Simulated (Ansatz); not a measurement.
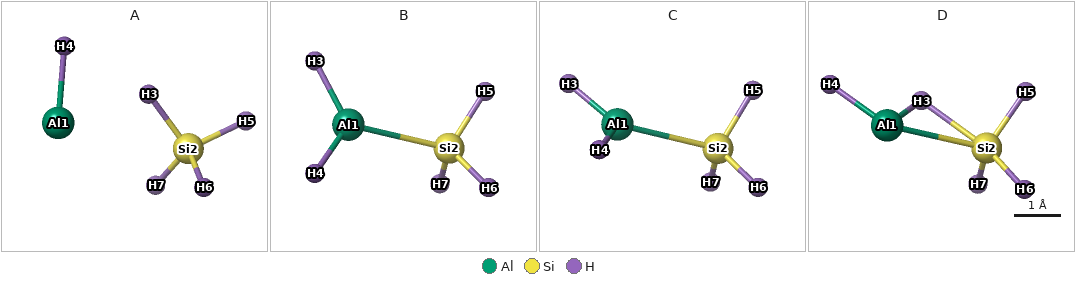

4 geometries from a converged minimum-energy path of AlSiH₅, shuffled. Style: ball-and-stick. Shown at a tilt.

Theory: Ansatz 0.2.0, UKS PBE/def2-SVP. Set-up: 5 movable images; climbing image; force threshold 0.03 eV/Å; iteration limit 60; starting path through a guess of the saddle point.

**Which frame is the transition state?**

D. In order along the path, whose images run from 0 to 6: B (image 0, 0.0 kcal/mol), C (image 1, 0.0 kcal/mol), D (image 4, +38.6 kcal/mol), A (image 6, +27.0 kcal/mol). A hydrogen atom shifts from one atom to another. Breaking: Al1–H3 (1.60 → 1.80 at the top → 2.25 Å). Forming: Si2–H3 (3.56 → 1.84 at the top → 1.53 Å).

Cost: 100 s on 2 threads of Arm Neoverse V1, on a shared host, peak memory 0.13 GiB.
